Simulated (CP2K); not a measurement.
Consider 2-methylpyrimidine at its PBE geometry (Å).

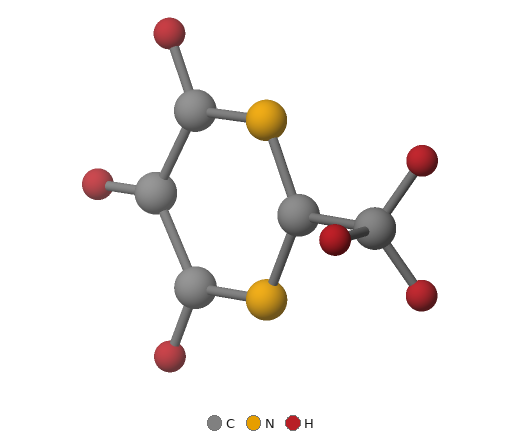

The molecule (carbon grey, nitrogen orange, hydrogen red).

```xyz
13

C     2.2142   -0.1798    0.1095
C     0.7219   -0.0588    0.0029
N     0.2071    1.1777   -0.1643
C    -1.1310    1.2708   -0.2034
C    -1.9645    0.1600   -0.0852
C    -1.3298   -1.0728    0.0616
N     0.0063   -1.1970    0.1076
H     2.5464   -1.1617   -0.2446
H     2.7097    0.6230   -0.4469
H     2.5123   -0.0884    1.1655
H    -1.5396    2.2763   -0.3349
H    -3.0489    0.2501   -0.1136
H    -1.9041   -1.9993    0.1458
```

Method: CP2K XAS_TDP, all-electron GAPW, PBEh(45%), aug-cc-pVDZ, TDA, GW2X-corrected core level, no relativity.

Q: Where do the C K-edge lines lie, and how strong are they?

Leading lines: C1 291.15 eV, C2 287.68 eV, C4 287.38 eV and C5 287.30 eV. The leading line of an atom is its first one with 35 % of the strongest within 2.5 eV of its lowest line over the strength cut. Core ionisation energies at this level: C2 293.58, C4 293.44, C1 292.13 and C5 292.25 eV.

The first six lines of each atom with a strength over 0.0015:

| atom | energy (eV) | states | strength, one atom | above the computed threshold |
| --- | --- | --- | --- | --- |
| C1 (bonded to C and 3 H) | 290.28 | 1 | 0.0055 |  |
|  | 291.15 | 1 | 0.0191 |  |
|  | 291.16 | 1 | 0.0188 |  |
|  | 291.92 | 1 | 0.0026 |  |
|  | 292.34 | 1 | 0.0034 | yes |
|  | 292.51 | 1 | 0.0063 | yes |
| C2 (bonded to C and 2 N) | 287.68 | 1 | 0.0637 |  |
|  | 293.28 | 1 | 0.0047 |  |
|  | 294.30 | 1 | 0.0064 | yes |
|  | 294.38 | 1 | 0.0035 | yes |
|  | 294.53 | 1 | 0.0054 | yes |
|  | 294.67 | 1 | 0.0016 | yes |
| C4 (bonded to C, N and H), 2 alike | 287.38 | 1 | 0.0577 |  |
|  | 291.41 | 1 | 0.0118 |  |
|  | 292.47 | 1 | 0.0033 |  |
|  | 292.98 | 1 | 0.0027 |  |
|  | 293.21 | 1 | 0.0018 |  |
|  | 294.09 | 1 | 0.0057 | yes |
| C5 (bonded to 2 C and H) | 287.30 | 1 | 0.0482 |  |
|  | 290.08 | 1 | 0.0116 |  |
|  | 291.39 | 1 | 0.0033 |  |
|  | 291.72 | 1 | 0.0042 |  |
|  | 292.09 | 1 | 0.0028 |  |
|  | 292.48 | 1 | 0.0033 | yes |

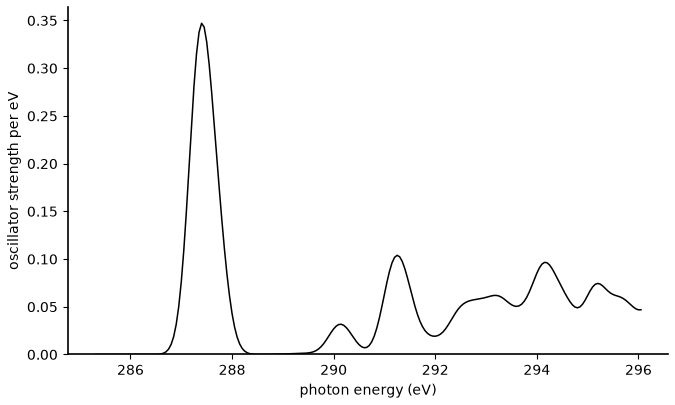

All atoms added, broadened by 0.5 eV.

Lines are vertical, at one geometry, with no vibrational structure. GW2X ionisation energies and lines can be off by 1 to 2 eV either way, and a good line position may hide errors that cancel. These values hold no scalar relativity, about 0.1 eV for C 1s. Rydberg lines, and the discretised continuum above threshold, depend on the basis and the box.

[Banner, clock and machine lines of the logs are left out without a mark of their own.]

[Logs are printed without paths, hosts, clocks, repeated set-up lines and the standing remarks that a program may print on its own settings, such as how far it seeks lower states.]

[Hosts, paths, dates, database ids (printed as entryN), source tags and the programs' standing remarks are cut or masked in the printed files.]
